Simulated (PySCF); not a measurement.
```xyz
22

F    -1.1030   -3.4623   -0.3532
C    -0.3647   -2.3474   -0.0508
C     0.9434   -2.5150    0.0949
Si    2.2423   -1.2377    0.5177
O     1.6370    0.2579    0.3445
Si    1.7435    1.8756    0.3926
Si   -1.4515   -0.7931    0.0607
C    -1.2191    0.2208   -1.5250
Si   -2.1879    1.8500   -1.5777
H     1.3282   -3.5223   -0.0277
H     3.3753   -1.3533   -0.4064
H     2.6733   -1.3764    1.9118
H     1.8094    2.3231   -0.9976
H     0.5368    2.3210    1.0817
H     2.9563    2.2464    1.1213
H    -1.1067   -0.0541    1.2771
H    -2.8274   -1.2976    0.1575
H    -0.1579    0.4386   -1.6390
H    -1.5014   -0.3879   -2.3856
H    -1.8526    2.6821   -0.4212
H    -1.8565    2.5777   -2.8081
H    -3.6270    1.5732   -1.5738
```

Geometry: GFN2-xTB.

Computed with PySCF 2.14.0, PBE0/pcSseg-1, SCF density, gas phase, non-relativistic.

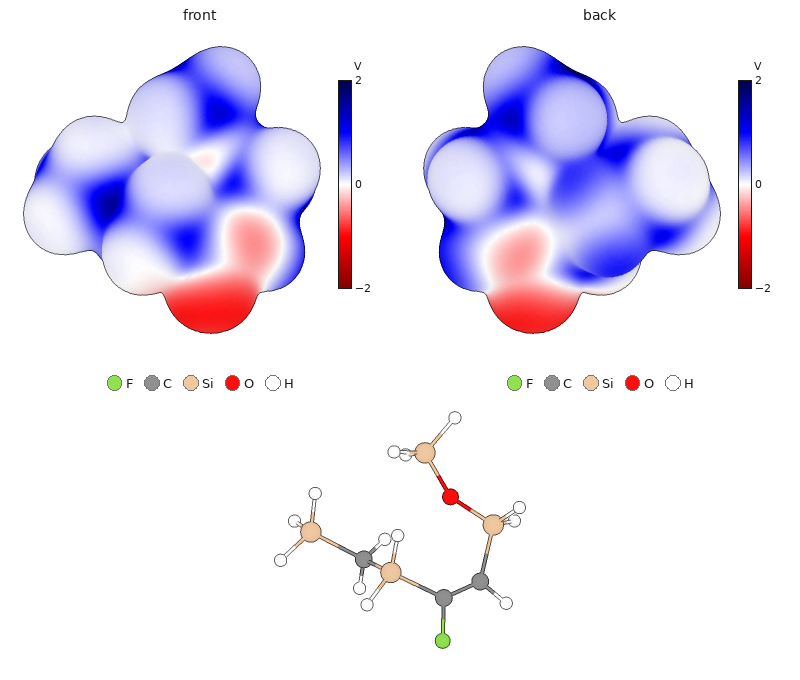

C₃H₁₃FOSi₄. The molecular electrostatic potential painted on the density surface at 0.002 e/bohr³, seen from the front and from behind; the colour scale runs from red (negative) to blue (positive). The bare structure is drawn below in the same view.

**Where is the surface potential most negative and most positive?**

The most negative region (about −0.9 V, or −21 kcal/mol for a unit charge) lies over F1, the most positive (about +1.7 V, or +39 kcal/mol for a unit charge) over Si4 and Si6.

**How polar is the molecule by this calculation?**

Its dipole moment is 1.80 D.
